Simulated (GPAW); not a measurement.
Consider Y (P6_3/mmc).

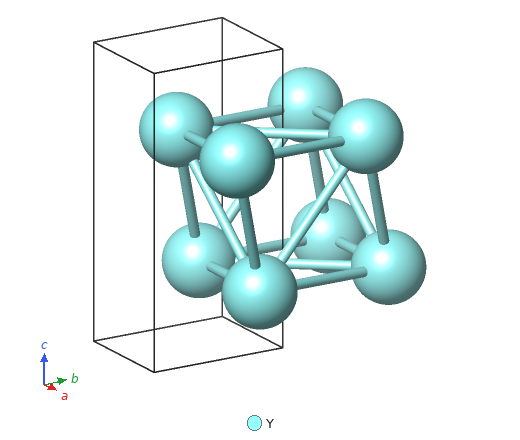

The structure (yttrium teal). 2×2×1 cells are drawn.

```xyz
2
Lattice="3.6474 0.0000 0.0000 -1.8237 3.1587 0.0000 0.0000 0.0000 5.7306" Properties=species:S:1:pos:R:3 pbc="T T T"
Y     1.8237    1.0529    4.2980
Y     0.0000    2.1058    1.4326
```

Absorber: atom 1, with 6 Y at 3.56 Å and 6 Y at 3.65 Å (anticuboctahedral, as in hcp, site symmetry -6m2). Method: GPAW, PBE, excited-electron core hole (neutral cell), 8-atom cell with 6.8 Å between holes, 3×3×3 k points, dipole transitions, Gaussian full width 1.5 eV up to 4 eV, rising linearly to 3.5 eV at 25 eV.

Q: Predict the near-edge structure at the Y L₃ edge.

Main maxima up to 30 eV above the zero (height): 1.4 eV (2.68), 4.2 eV (2.42), 10.2 eV (0.76) and 17.2 eV (0.68). At an L edge the dipole rule selects empty d (and weakly s) states on the absorber, and the strong line at the onset measures the empty part of its d band. 

The Y L₃ spectrum (energy from the lowest empty level; intensity scaled to a mean of 1 over the first 20 eV; polarised curves are means over the symmetry-equivalent atoms):

| E (eV) | isotropic | ε ⊥ c | ε ∥ c |
| --- | --- | --- | --- |
| -2.0 | 0.00 | 0.00 | 0.00 |
| -0.5 | 0.53 | 0.56 | 0.48 |
| 1.0 | 2.58 | 2.53 | 2.68 |
| 2.5 | 1.80 | 1.85 | 1.70 |
| 4.0 | 2.42 | 2.40 | 2.45 |
| 5.5 | 1.01 | 0.99 | 1.04 |
| 7.0 | 0.53 | 0.53 | 0.52 |
| 8.5 | 0.63 | 0.63 | 0.64 |
| 10.0 | 0.75 | 0.77 | 0.72 |
| 11.5 | 0.65 | 0.64 | 0.66 |
| 13.0 | 0.44 | 0.43 | 0.47 |
| 14.5 | 0.44 | 0.43 | 0.44 |
| 16.0 | 0.61 | 0.61 | 0.61 |
| 17.5 | 0.67 | 0.69 | 0.64 |
| 19.0 | 0.61 | 0.61 | 0.60 |
| 20.5 | 0.58 | 0.56 | 0.62 |
| 22.0 | 0.56 | 0.55 | 0.58 |
| 23.5 | 0.50 | 0.51 | 0.48 |
| 25.0 | 0.45 | 0.46 | 0.42 |
| 26.5 | 0.45 | 0.45 | 0.45 |
| 28.0 | 0.50 | 0.49 | 0.52 |
| 29.5 | 0.54 | 0.54 | 0.54 |
| 31.0 | 0.54 | 0.55 | 0.50 |

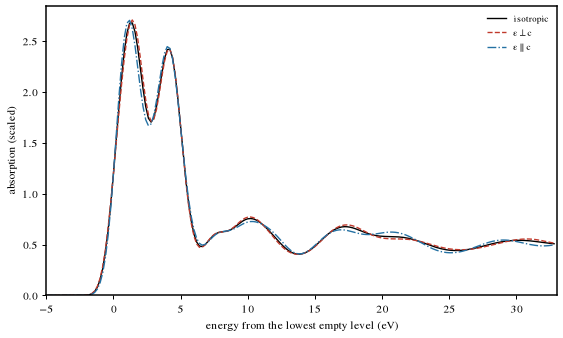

The Y L₃ edge.

Only the L₃ part is meant: spin–orbit coupling of the core level isn't computed and the L₂ copy isn't added. The mesh is coarse (0.38 Å⁻¹ between points), so small maxima may be mesh ripples. Lifetime broadening is put in by hand, and intensities beyond about 20 eV depend on it and on the partial waves; weight that the partial waves miss at high energy is lost. The structure is a published determination, not relaxed.

[Banner, clock and machine lines of the logs are left out without a mark of their own.]

[Logs are printed without paths, hosts, clocks, repeated set-up lines and the standing remarks that a program may print on its own settings, such as how far it seeks lower states.]

[Hosts, paths, dates, database ids (printed as entryN), source tags and the programs' standing remarks are cut or masked in the printed files.]

[Lists of maxima count a maximum above −3 eV only where it reaches 4 % of the highest in the window and stands out from its surroundings by 2 % of it (1.5 % where it reaches 55 %); shoulders and weaker maxima are passed over, and of the rest the first, up to two pre-edge ones and the few strongest are named.]
